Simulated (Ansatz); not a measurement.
The figure comes from a scan of Hf (hcp, Mg type): the cell is scaled evenly about its relaxed volume V₀. All values below come from PBE (plane waves to 420 eV, PAW, scalar-relativistic; Ansatz, a program for electronic structure). k mesh 17×17×9 (Γ-centred), Fermi-Dirac smearing 0.05 eV. The energy includes the smearing's −TS. Hf is run without spin polarisation. Hf was relaxed with its symmetry unable to fall. Spin-orbit coupling is left out, though Hf is heavy. The PAW data are Ansatz's earlier set. ΔE is measured from the relaxed starting cell.

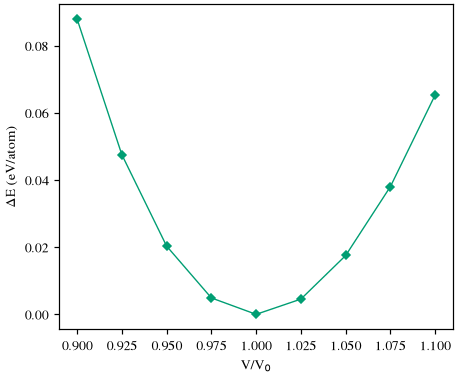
*ΔE (eV/atom) against V/V₀; one marker a computed point.*

Question: List the plotted points as numbers.

Answer: To the nearest 0.002:

```csv
V/V₀,ΔE (eV/atom)
0.900,0.088
0.925,0.048
0.950,0.020
0.975,0.004
1.000,0.000
1.025,0.004
1.050,0.018
1.075,0.038
1.100,0.066
```

(A scan under strain: stresses follow from slopes of the energy per volume, elastic moduli from its curvatures.)
